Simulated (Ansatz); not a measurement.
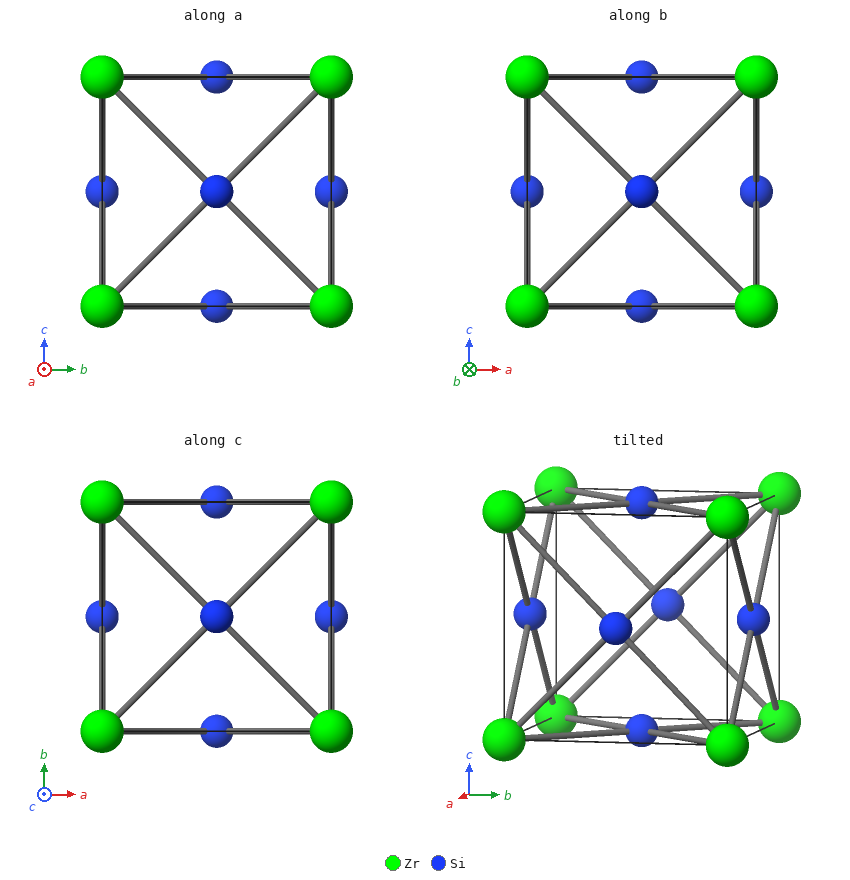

The crystal in a ball-and-stick representation, seen along the a axis, along the b axis, along the c axis and slightly off an axis. Atoms at the boundary of the conventional unit cell (the box) are drawn once for each face, edge or corner they touch.

Lattice parameters: a = 3.963 Å, b = 3.963 Å, c = 3.963 Å, α = 90.00°, β = 90.00°, γ = 90.00°.

Give the atomic positions as a table of Wyckoff sites.

Answer. Space group Pm-3m (No. 221).
```tsv
atom	site	x	y	z
Zr	1a	0.0000	0.0000	0.0000
Si	3c	0.0000	0.5000	0.5000
```

Its origin is a structure type filled with these elements by a generator (whether the compound takes this form wasn't checked). The cell was then strained or its atoms displaced on purpose. A calculation with Ansatz used it as input.
